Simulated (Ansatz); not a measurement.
**LaGaS3 (model cell, started as cubic perovskite with Ga in the octahedra): a soft mode frozen in**

Wanted: the energy along a soft mode of LaGaS3 (model cell, started as cubic perovskite with Ga in the octahedra) and the structure at the end.

Method: DFT PBEsol, scalar-relativistic, plane waves, PAW; PAW set soft_1, in Ansatz 0.2.0.

The structure was built from a prototype and need not be the compound's stable phase.

## Step 1: The structure

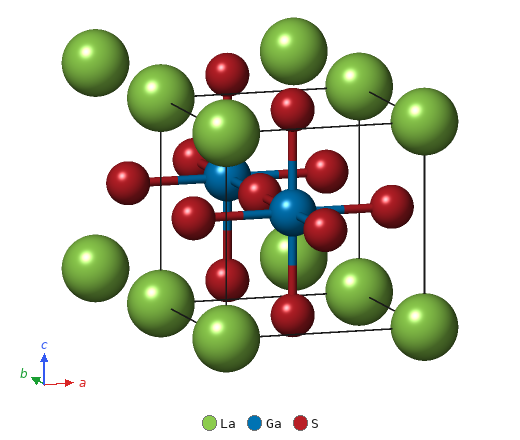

Start, viewed slightly off an axis; lanthanum green, gallium blue, sulfur red. 1×2×1 cells are drawn. Some periodic images of atoms are drawn too.

## Step 2: The dispersion

The cell comes from relaxations at this level that are not shown. Stability and thermal properties need the whole zone. Linear response on a 4×4×4 q mesh gives force constants as far as a supercell of that size would.

File input.yaml:

```yaml
crystal:
  lattice:
    - [4.6785878409, 0.0, 0.0]
    - [0.0, 4.6785878409, 0.0]
    - [0.0, 0.0, 4.6785878409]
  atoms:
    - { symbol: La, position: [0.0, 0.0, 0.0] }
    - { symbol: Ga, position: [0.5, 0.5, 0.5] }
    - { symbol: S, position: [0.5, 0.5, 0.0] }
    - { symbol: S, position: [0.5, 0.0, 0.5] }
    - { symbol: S, position: [0.0, 0.5, 0.5] }
kpoints:
  mp_grid: { grid: [8, 8, 8] }
hamiltonian:
  xc: pbesol
  pseudopotentials: { kind: paw, azcp: { folder: soft_1 }, xc_functional: pbe }
scf:
  occupations: { method: methfessel_paxton, width: 0.2 }
output:
  eigenvalues: true
phonons:
  method: dfpt
  qmesh: [4, 4, 4]
  temperatures: { t_max: 1000, t_step: 50 }
  qpath:
    path:
      - [[0.0, 0.0, 0.0], [0.0, 0.5, 0.0], [0.5, 0.5, 0.0], [0.0, 0.0, 0.0], [0.5, 0.5, 0.5], [0.0, 0.5, 0.0]]
      - [[0.5, 0.5, 0.5], [0.5, 0.5, 0.0]]
    npoints: 10
```

On the command line:

```
$ ansatz run input.yaml --threads 8 --pin off --max-ram 16384MiB --backend cpu --events-out ev --progress --plain --runs-dir out
```

Numbers of over 12 decimals in the logs are rounded to 6 here.

Output:

```text
Engine: ansatz 0.2.0, aarch64-unknown-linux-gnu
Pseudopotentials: kind: paw
Pseudopotential: La, paw, valence charge 11, recommended cutoff 420 eV (normal), soft_1/La.paw.azcp
Pseudopotential: Ga, paw, valence charge 13, recommended cutoff 420 eV (normal), soft_1/Ga.paw.azcp
Pseudopotential: S, paw, valence charge 6, recommended cutoff 420 eV (normal), soft_1/S.paw.azcp
Functional definition: PBEsol
  exchange = pbesol_x
  correlation = pbesol_c
Crystal: 5 atoms, lattice volume = 102.410 Å³
Basis set: ecut = 420 eV, 2007 PW (Γ), exchange–correlation on 64×64×64 points (8 copies of the dense FFT grid, shifted against one another)
Bands: 26, of which v1, the nominal top of the filled ones, is band 21 counted from 1 (20 counted from 0)
Symmetry: 48 space group operations
k-points: 35 of 512
Non-local potential: La, projectors of the file, l = 0: 3, l = 1: 2, l = 2: 2, l = 3: 3
Non-local potential: Ga, projectors of the file, l = 0: 2, l = 1: 2, l = 2: 3, l = 3: 1
Non-local potential: S, projectors of the file, l = 0: 2, l = 1: 2, l = 2: 1
PAW form: soft (Blöchl's): semilocal exchange-correlation on the pseudo side does not see the compensation charge
PAW frozen core: La, regenerated for the run's functional, and the local potential with it (the file was generated under x = pbe(κ = 0.804, μ = 0.219515), c = pbe(β = 0.066725))
PAW frozen core: Ga, regenerated for the run's functional, and the local potential with it (the file was generated under x = pbe(κ = 0.804, μ = 0.219515), c = pbe(β = 0.066725))
PAW frozen core: S, regenerated for the run's functional, and the local potential with it (the file was generated under x = pbe(κ = 0.804, μ = 0.219515), c = pbe(β = 0.066725))
PAW one-centre angular grid: La, 590 points (default); XC on 64 Gauss nodes
PAW one-centre angular grid: Ga, 590 points (default); XC on 64 Gauss nodes
PAW one-centre angular grid: S, 110 points (default); XC on 64 Gauss nodes
Initial density: superposition of atomic densities (chi_scale 0.1, normalization cell, long waves kept (reshape's long-wave potential 0.00 eV rms))
Initial wavefunctions: pseudopotential atomic-orbital guess
Functional: x = pbesol(κ = 0.804, μ = 0.123457), c = pbesol(β = 0.046)
SCF iter   1: F=—  HF=-12565.457446 eV  |F-HF|=—  |Δ(HF+E_count)|=         —  Δρ=3.95e-2  dr2=2.44e0  ethr=3.10e-3  ⟨swp⟩=7.8  Hψ=16072  notcnv=0  defer=21
automatic band count: the SCF goes on with 31 bands, as 26 were too few: they end inside the smearing window of the response
automatic band count: the SCF goes on with 41 bands, as 31 were too few: they end inside the smearing window of the response
preconditioner: auto → Kerker (q_TF=auto, 2.352 Å⁻¹)  [metal: Δε(μ)=0.036 eV  Ē_g=12.885 eV  σ=0.200 eV  W_gap=0.15  n_scr=26 (ndim 8)  ℏωp=23.2 eV  f_vac=0.000  D(μ)=1.47/eV (n_scr^D=6)]
SCF iter   2: F=—  HF=-12565.252579 eV  |F-HF|=—  |Δ(HF+E_count)|=   2.05e-1  S|Δr|=    0.00e0  Δρ=2.45e-2  dr2=9.67e-1  ethr=3.10e-3  ⟨swp⟩=1.9  Hψ=1877  notcnv=0  defer=82
SCF iter   3: F=—  HF=-12565.105732 eV  |F-HF|=—  |Δ(HF+E_count)|=   1.47e-1  S|Δr|=    0.00e0  Δρ=7.91e-3  dr2=1.17e-1  ethr=2.30e-3  ⟨swp⟩=2.0  Hψ=1706  notcnv=0  defer=82
SCF iter   4: F=—  HF=-12565.082801 eV  |F-HF|=—  |Δ(HF+E_count)|=   2.29e-2  S|Δr|=    0.00e0  Δρ=5.10e-3  dr2=4.24e-2  ethr=2.78e-4  ⟨swp⟩=2.0  Hψ=2379  notcnv=0  defer=169
SCF iter   5: F=—  HF=-12565.071833 eV  |F-HF|=—  |Δ(HF+E_count)|=   1.10e-2  S|Δr|=    0.00e0  Δρ=1.97e-3  dr2=2.01e-3  ethr=1.01e-4  ⟨swp⟩=2.0  Hψ=2220  notcnv=0  defer=202
SCF iter   6: F=—  HF=-12565.070978 eV  |F-HF|=—  |Δ(HF+E_count)|=   8.55e-4  S|Δr|=    0.00e0  Δρ=4.62e-4  dr2=2.12e-4  ethr=4.78e-6  ⟨swp⟩=2.5  Hψ=1536  notcnv=0  defer=211
SCF iter   7: F=—  HF=-12565.070931 eV  |F-HF|=—  |Δ(HF+E_count)|=   4.70e-5  S|Δr|=    0.00e0  Δρ=5.26e-5  dr2=5.79e-6  ethr=5.04e-7  ⟨swp⟩=2.1  Hψ=1674  notcnv=0  defer=211
SCF iter   8: F=—  HF=-12565.070931 eV  |F-HF|=—  |Δ(HF+E_count)|=   4.98e-7  S|Δr|=    0.00e0  Δρ=1.42e-5  dr2=5.90e-7  ethr=1.38e-8  ⟨swp⟩=2.0  Hψ=1776  notcnv=0  defer=211
SCF iter   9: F=—  HF=-12565.070931 eV  |F-HF|=—  |Δ(HF+E_count)|=   1.27e-9  S|Δr|=    0.00e0  Δρ=4.20e-6  dr2=3.06e-8  ethr=1.40e-9  ⟨swp⟩=2.3  Hψ=1698  notcnv=0  defer=257
SCF iter  10: F=—  HF=-12565.070931 eV  |F-HF|=—  |Δ(HF+E_count)|=  3.93e-10  S|Δr|=    0.00e0  Δρ=6.56e-7  dr2=4.45e-10  ethr=7.28e-11  ⟨swp⟩=2.1  Hψ=1493  notcnv=0  defer=257
SCF iter  11: F=—  HF=-12565.070931 eV  |F-HF|=—  |Δ(HF+E_count)|=  1.11e-10  S|Δr|=    0.00e0  Δρ=1.69e-7  dr2=3.50e-11  ethr=1.06e-12  ⟨swp⟩=2.1  Hψ=1756  notcnv=0  defer=257
SCF iter  12: F=-12565.070931 eV  HF=-12565.070931 eV  |F-HF|=1.82e-12  |Δ(HF+E_count)|=  7.28e-12  S|Δr|=    0.00e0  Δρ=4.64e-8  dr2=1.49e-12  ethr=1.00e-12  ⟨swp⟩=13.6  Hψ=8862  notcnv=0
SCF 1 converged in 12 iterations: F = -12565.070931 eV  dr2 = 1.49e-12
  greatest PAW one-centre occupation: 0.995 electrons in one spin orbital (limit 2), on the Ga atom at site 1 (counted from 0), in its partial waves of l = 2
Initial density: read from a saved state, or passed on in memory by an earlier SCF of this step, an earlier step, the calling program or the single point that the run made first
iter 1 solved again at ethr=1.28e-7 eV; its pass at ethr=3.10e-3 eV (dr2=5.37e-5 eV) is discarded
SCF iter   1: F=—  HF=-12565.070932 eV  |F-HF|=—  |Δ(HF+E_count)|=         —  Δρ=6.92e-7  dr2=5.03e-10  ethr=1.28e-7  ⟨swp⟩=4.9  Hψ=7391  notcnv=0
eigensolver tolerance schedule: the retry pair's looser diagonalisation over-reported the residual by 106750.34 of it (diagonalisation noise at an unbounded share of the residual, at the tolerance the schedule requests for it); recorded, not acted on — ethr = c·dr2/N_el stays at c = 1.0e-1
preconditioner: auto → Kerker (q_TF=auto, 2.352 Å⁻¹)  [metal: Δε(μ)=0.072 eV  Ē_g=10.980 eV  σ=0.200 eV  W_gap=0.30  n_scr=26 (ndim 8)  ℏωp=23.2 eV  f_vac=0.000  D(μ)=1.23/eV (n_scr^D=6)]
SCF iter   2: F=—  HF=-12565.070931 eV  |F-HF|=—  |Δ(HF+E_count)|=   8.02e-7  S|Δr|=    0.00e0  Δρ=4.38e-7  dr2=2.29e-10  ethr=1.20e-12  ⟨swp⟩=4.7  Hψ=2823  notcnv=0
SCF iter   3: F=—  HF=-12565.070931 eV  |F-HF|=—  |Δ(HF+E_count)|=  4.73e-11  S|Δr|=    0.00e0  Δρ=2.58e-7  dr2=7.48e-11  ethr=1.00e-12  ⟨swp⟩=1.4  Hψ=931  notcnv=0
SCF iter   4: F=—  HF=-12565.070931 eV  |F-HF|=—  |Δ(HF+E_count)|=  1.46e-11  S|Δr|=    0.00e0  Δρ=1.54e-7  dr2=2.34e-11  ethr=1.00e-12  ⟨swp⟩=1.1  Hψ=912  notcnv=0
SCF iter   5: F=-12565.070931 eV  HF=-12565.070931 eV  |F-HF|=5.46e-12  |Δ(HF+E_count)|=  5.46e-12  S|Δr|=    0.00e0  Δρ=7.61e-8  dr2=5.38e-12  ethr=1.00e-12  ⟨swp⟩=3.2  Hψ=2005  notcnv=0
SCF 2 converged in 5 iterations: F = -12565.070931 eV  dr2 = 5.38e-12
phonons: the bands overlap, so this run is a metal and interpolates without the dipole-dipole term. If the crystal is really an insulator or semiconductor, its LO-TO splitting is missing
NSCF: frozen V_eff on 35 k-points
WARN: eigensolver did not converge in 2 slots of this pass, the one above among them; of largest residual over every band (k=15): 1 band(s) unlocked (lowest unlocked band 40, counted from 0; max residual 4.41e-5 eV among the unlocked bands, 4.41e-5 eV over every band); of lowest unlocked band (k=2): band 40
NSCF: frozen V_eff on 125 k-points
DFPT response loops at q = (0, 0, 0) (fractional): preconditioner auto → Kerker (q_TF=auto, 2.352 Å⁻¹) (partly filled bands, converged f_vac=0.000); β = 1.00, the filter's whole step (`scf.mixing.beta` (0.50) is not read by the response loops under this deck's `scf.mixing.preconditioner`; to damp them name `kerker` or `kerker_dos`, under which they read `scf.mixing.beta`, and type it under 1.00, their step now; both keys bind the ground state too); Broyden in place of MSR1
NSCF: frozen V_eff on 400 k-points
DFPT response loops at q = (0, 0, 0.25) (fractional): mixed as the last ones told, above
NSCF: frozen V_eff on 250 k-points
DFPT response loops at q = (0, 0, -0.5) (fractional): mixed as the last ones told, above
NSCF: frozen V_eff on 640 k-points
DFPT response loops at q = (0, 0.25, 0.25) (fractional): mixed as the last ones told, above
NSCF: frozen V_eff on 400 k-points
DFPT response loops at q = (0, 0.25, -0.5) (fractional): mixed as the last ones told, above
NSCF: frozen V_eff on 250 k-points
DFPT response loops at q = (0, -0.5, -0.5) (fractional): mixed as the last ones told, above
NSCF: frozen V_eff on 1024 k-points
DFPT response loops at q = (0.25, 0.25, 0.25) (fractional): mixed as the last ones told, above
NSCF: frozen V_eff on 640 k-points
DFPT response loops at q = (0.25, 0.25, -0.5) (fractional): mixed as the last ones told, above
NSCF: frozen V_eff on 400 k-points
DFPT response loops at q = (0.25, -0.5, -0.5) (fractional): mixed as the last ones told, above
NSCF: frozen V_eff on 250 k-points
DFPT response loops at q = (-0.5, -0.5, -0.5) (fractional): mixed as the last ones told, above
SCF converged after 12 iterations
Stability not checked: this state was not tested for a lower state beside it, because cold or Methfessel-Paxton smearing, or corrected tetrahedra, fill the levels in a way that the test cannot read (fill_not_monotonic; see scf.lower_state_search)
Free energy (F): -12565.070931 eV
Harris-Foulkes:  -12565.070931 eV  (|F-HF|=1.82e-12)
Internal energy: -12565.074777 eV  (E = F + TS)
E sigma→0 (E₀):  -12565.071892 eV
Entropy (-TS):   0.003846 eV (0.769 meV/atom)
Fermi energy:    9.243907 eV
--- Per-component energies (eV) ---
  E_band       = -45.771708
  E_kinetic    = 614.289070
  E_local      = -2293.233446  (includes V_loc(G=0)·N_el)
  E_nonlocal   = 104.968729
  E_hartree    = 1247.952263
  E_xc         = -469.357630
  E_vxc        = -449.492817  (∫ρ·V_xc dr)
  E_paw        = -9062.472231  (= ΣΔE_a)
  E_vpaw       = -518.207563  (= ΣTr[D̂ρ^β])
  E_aug_tail   = -0.000218  (compensation charges beyond the density's cutoff)
  E_ewald      = -2708.439177
  E_core_change = 1.217863  (= ΣΔE_core)
  E_smearing   = 0.003846  (= −TS)
  E_closure    = 0.000000  (closes the sum)
  Σ components = -12565.070931   (vs F -12565.070931, Δ=0.00e0)
--- Band table (eV; the first three rows and the last of 35) ---
  k-point 0: bands = [... 17 lower, 7.8415, 7.8415, 8.8069, 8.8069, 8.8069, 10.6306, 10.6306, 11.1184, ... 16 higher]
  k-point 1: bands = [... 17 lower, 7.7078, 7.7078, 8.6897, 8.6897, 8.7969, 10.7507, 10.8742, 11.0962, ... 16 higher]
  k-point 2: bands = [... 17 lower, 7.4575, 7.4575, 8.4091, 8.4091, 9.5470, 10.9537, 11.0653, 11.0770, ... 16 higher]
  k-point 34: bands = [... 17 lower, 8.9227, 9.3992, 9.3992, 9.3992, 11.0832, 11.0832, 11.0832, 11.1373, ... 16 higher]
--- Phonons (Γ-DFPT): 4 representative perturbations + reference (Σ response iterations 13) ---
  ASR residual: 8.147e-5 → 0.000e0 eV/Å²; symmetrization residual: 5.324e-6 eV/Å²
  ASR residual per site (eV/Å²): 7.86e-6 8.15e-5 1.65e-5 1.65e-5 1.65e-5
  Γ frequencies (cm⁻¹): -102.44 -102.44 -102.44 -98.45 -98.45 -98.45 0.00 0.00 0.00 49.53 49.53 49.53 356.78 356.78 356.78
--- Phonons (arbitrary-q DFPT): 10 irreducible q on the 4×4×4 mesh ---
  q = [0.0000, 0.0000, 0.0000] (star 1, of the zone-centre solve; hermiticity 8.89e-7, symmetrization 2.98e-12): -102.44 -102.44 -102.44 -98.45 -98.45 -98.45 -0.00 0.00 0.00 49.53 49.53 49.53 356.78 356.78 356.78
  q = [0.0000, 0.0000, 0.2500] (star 6, 9 solved perturbations in 1560 linear systems a pass and spin channel, the states on 200 of 512 k-point pairs; hermiticity 7.11e-7, symmetrization 2.80e-12): -94.76 -94.76 -81.03 -81.03 -80.37 26.13 32.42 32.42 62.02 62.02 75.53 139.58 356.73 359.03 359.03
  q = [0.0000, 0.0000, -0.5000] (star 3, 9 solved perturbations in 975 linear systems a pass and spin channel, the states on 125 of 512 k-point pairs; hermiticity 6.25e-7, symmetrization 2.98e-8): -89.28 -89.28 -57.22 -57.22 -53.21 33.32 33.32 54.07 73.94 73.94 129.30 207.63 350.36 363.13 363.13
  q = [0.0000, 0.2500, 0.2500] (star 12, 9 solved perturbations in 2460 linear systems a pass and spin channel, the states on 320 of 512 k-point pairs; hermiticity 6.69e-7, symmetrization 2.77e-13): -135.05 -106.14 -79.70 -64.35 -56.10 36.82 51.35 67.15 76.14 136.46 144.24 153.41 309.40 361.97 389.18
  q = [0.0000, 0.2500, -0.5000] (star 12, 15 solved perturbations on 200 of 512 k-point pairs; hermiticity 6.50e-7, symmetrization 2.96e-7): -144.67 -87.43 -85.34 -68.11 -33.79 35.02 72.18 79.48 85.64 157.57 162.82 210.95 278.30 366.02 394.09
  q = [0.0000, -0.5000, -0.5000] (star 3, 9 solved perturbations in 975 linear systems a pass and spin channel, the states on 125 of 512 k-point pairs; hermiticity 6.56e-7, symmetrization 8.13e-8): -164.65 -108.97 -108.97 -18.72 16.93 16.93 89.10 89.10 93.59 182.02 216.32 216.32 223.00 369.76 398.51
  q = [0.2500, 0.2500, 0.2500] (star 8, 4 solved perturbations in 1376 linear systems a pass and spin channel, the states on 512 of 512 k-point pairs; hermiticity 3.77e-7, symmetrization 4.60e-12): -144.05 -129.38 -129.38 -59.28 -59.28 31.53 101.08 101.08 149.36 151.15 151.15 165.27 307.15 307.15 413.33
  q = [0.2500, 0.2500, -0.5000] (star 12, 9 solved perturbations in 2460 linear systems a pass and spin channel, the states on 320 of 512 k-point pairs; hermiticity 5.70e-7, symmetrization 6.61e-8): -153.90 -139.65 -130.60 -62.32 -51.75 15.39 111.47 121.25 157.50 160.11 167.95 215.21 264.05 306.07 419.38
  q = [0.2500, -0.5000, -0.5000] (star 6, 9 solved perturbations in 1560 linear systems a pass and spin channel, the states on 200 of 512 k-point pairs; hermiticity 5.47e-7, symmetrization 8.88e-8): -174.14 -150.00 -150.00 -56.34 -56.34 -38.49 127.15 127.15 163.56 167.74 220.99 220.99 225.26 287.49 424.97
  q = [-0.5000, -0.5000, -0.5000] (star 1, 4 solved perturbations in 350 linear systems a pass and spin channel, the states on 125 of 512 k-point pairs; hermiticity 3.65e-7, symmetrization 1.30e-8): -185.03 -185.03 -185.03 -63.90 -63.90 -63.90 141.95 141.95 141.95 224.78 224.78 226.21 226.21 226.21 431.32
  sum rule: each row above includes the acoustic sum rule's correction from the zone centre's row sums; it moved no ω² by more than (0.56 cm⁻¹)²
  mesh force constants: q→R imaginary residual 7.32e-19; ASR residual 8.147e-5 → 0.000e0 eV/Å²; symmetrization residual 2.487e-14 eV/Å²
  interpolated dispersion: 62 rows × 15 modes
  density of states and harmonic sums: on the 16×16×16 q-mesh, interpolated from the force constants of a 4×4×4 supercell (no non-analytic term)
  largest difference from the sums on the solved wave vectors: F 4.28e-2 eV, S 5.10e-5 and C_V 1.08e-5 eV/K
  zero-point energy: 0.112531 eV/cell   skipped modes (ω ≤ 0): 874, of them read as no rigid motion or as one in doubt: 871 (5.219e0 modes/cell left out, lowest -185.03 cm⁻¹)   left out of the sums: 3.48e-1 of the cell's modes: C_V's classical limit lies that fraction below 3 k_B per atom; for a crystal, a wire or a layer, F and S can be off by more, and a phonons.interpolated_qmesh denser along its periods is the remedy for the sampling
```

The job ended after 11 min (8 threads of Arm Neoverse V1, shared host; peak memory 4.4 GiB; 82 min of CPU time).

Numbers from this step:

```yaml
volume_per_atom: 20.48 Å³
gap_on_the_k_mesh: 0 eV
sum_rule_residual_before_enforcement: 8.15e-5 eV/Å²
lowest_frequency_on_the_path: -185.0 cm⁻¹
point_group: m-3m
highest_frequency_on_the_path_or_at_a_solved_wavevector: 431.3 cm⁻¹
highest_optical_mode_at_the_zone_centre_no_lo_to_term: 356.8 cm⁻¹
lowest_optical_zone_centre_mode: -102.4 cm⁻¹
lowest_mode_on_the_q_mesh_acoustic_modes_at_gamma_apart: -185.0 cm⁻¹
```

Frequencies (cm⁻¹) solved at each irreducible wavevector; negative means imaginary. Frequencies by wavevector, by row:

| q in reciprocal lattice units | star | mode 1 | mode 2 | mode 3 | mode 4 | mode 13 | mode 14 | mode 15 |
| --- | --- | --- | --- | --- | --- | --- | --- | --- |
| 0 0 0 | 1 | -102.4 | -102.4 | -102.4 | -98.5 | 356.8 | 356.8 | 356.8 |
| 0 0 0.25 | 6 | -94.8 | -94.8 | -81 | -81 | 356.7 | 359 | 359 |
| 0 0 -0.5 | 3 | -89.3 | -89.3 | -57.2 | -57.2 | 350.4 | 363.1 | 363.1 |
| 0 0.25 0.25 | 12 | -135.1 | -106.1 | -79.7 | -64.3 | 309.4 | 362 | 389.2 |
| 0 0.25 -0.5 | 12 | -144.7 | -87.4 | -85.3 | -68.1 | 278.3 | 366 | 394.1 |
| 0 -0.5 -0.5 | 3 | -164.7 | -109 | -109 | -18.7 | 223 | 369.8 | 398.5 |
| 0.25 0.25 0.25 | 8 | -144.1 | -129.4 | -129.4 | -59.3 | 307.1 | 307.1 | 413.3 |
| 0.25 0.25 -0.5 | 12 | -153.9 | -139.7 | -130.6 | -62.3 | 264.1 | 306.1 | 419.4 |
| 0.25 -0.5 -0.5 | 6 | -174.1 | -150 | -150 | -56.3 | 225.3 | 287.5 | 425 |
| -0.5 -0.5 -0.5 | 1 | -185 | -185 | -185 | -63.9 | 226.2 | 226.2 | 431.3 |

Interpolated from a 4×4×4 q mesh. Phonon branches along the path, in cm⁻¹:

```
    point  branch 1  branch 2  branch 3  branch 4  branch 12  branch 13  branch 14  branch 15
        Γ      -102      -102      -102       -98         50        357        357        357
        X       -89       -89       -57       -57        208        350        363        363
        M      -165      -109      -109       -19        216        223        370        398
        Γ      -102      -102      -102       -98         50        357        357        357
        R      -185      -185      -185       -64        226        226        226        431
        X       -89       -89       -57       -57        208        350        363        363
jump to R      -185      -185      -185       -64        226        226        226        431
        M      -165      -109      -109       -19        216        223        370        398
```

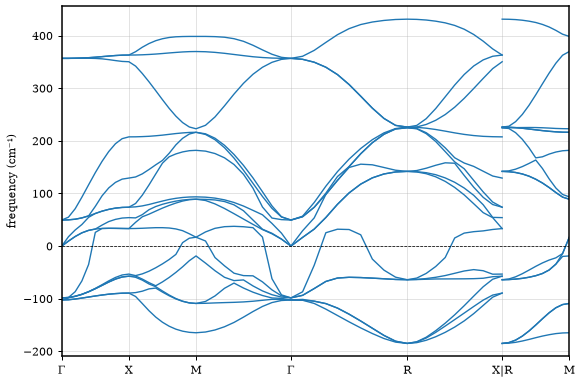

Phonon branches along the path.

Symmetry leaves 10 wavevectors to solve. The lowest mode among them, the acoustic zeros apart, lies at q = (-0.5, -0.5, -0.5) and is imaginary, 185.0i cm⁻¹, so the energy falls along it.

(Part 1 of 3 ends here.)

[Logs are printed without paths, hosts, clocks, repeated set-up lines and the standing remarks that a program may print on its own settings, such as how far it seeks lower states.]

[Hosts, paths, dates, database ids (printed as entryN), source tags and the programs' standing remarks are cut or masked in the printed files.]
